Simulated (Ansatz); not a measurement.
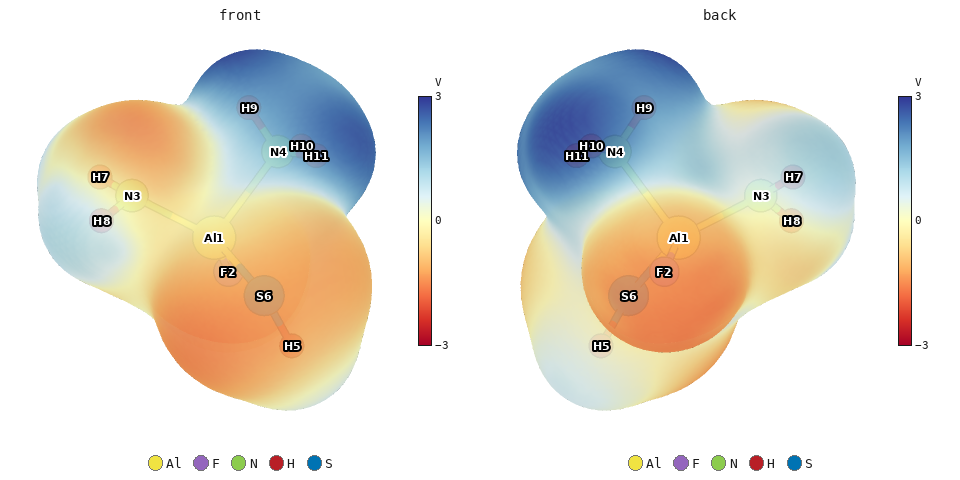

*AlFH6N2S. The electrostatic potential painted on the density surface at 0.002 e/bohr³, seen from the front and from behind; red is negative and blue positive.*

The calculation used RKS PBE-D4/6-31G* in Ansatz.

Input

```
crystal:
  periodic: [false, false, false]
  atoms:
    - { symbol: Al, position_ang: [0.414057, -0.630956, 0.12647] }
    - { symbol: F, position_ang: [1.334017, -0.517574, -1.342268] }
    - { symbol: "N", position_ang: [1.264674, -0.580537, 1.685922] }
    - { symbol: "N", position_ang: [-1.360225, -0.772336, -0.093038] }
    - { symbol: H, position_ang: [0.560023, 1.442619, -1.904712] }
    - { symbol: S, position_ang: [-0.278154, 2.444203, -1.518048] }
    - { symbol: H, position_ang: [2.238131, -0.295066, 1.779309] }
    - { symbol: H, position_ang: [0.810591, -0.616706, 2.596554] }
    - { symbol: H, position_ang: [-2.021114, -0.850221, 0.67923] }
    - { symbol: H, position_ang: [-1.767905, -1.1568, -0.945021] }
    - { symbol: H, position_ang: [-1.193993, 1.533374, -1.064399] }
basis:
  gaussian: { orbitals: "6-31G*" }
hamiltonian:
  xc: pbe
  dispersion: d4
relax:
  f_tol: 0.03
  max_steps: 50
output:
  orbitals: {}
```

Run with:

```sh
ansatz run input.yaml --threads 2 --pin off --max-ram 3072MiB --backend cpu --events-out ev --progress --plain --runs-dir out
```

The fields are those of the relaxed geometry.

**Where is the surface potential most negative and most positive?**

The most negative region (about −1.6 V) lies over F2 and S6, the most positive (about +2.8 V) over H10.
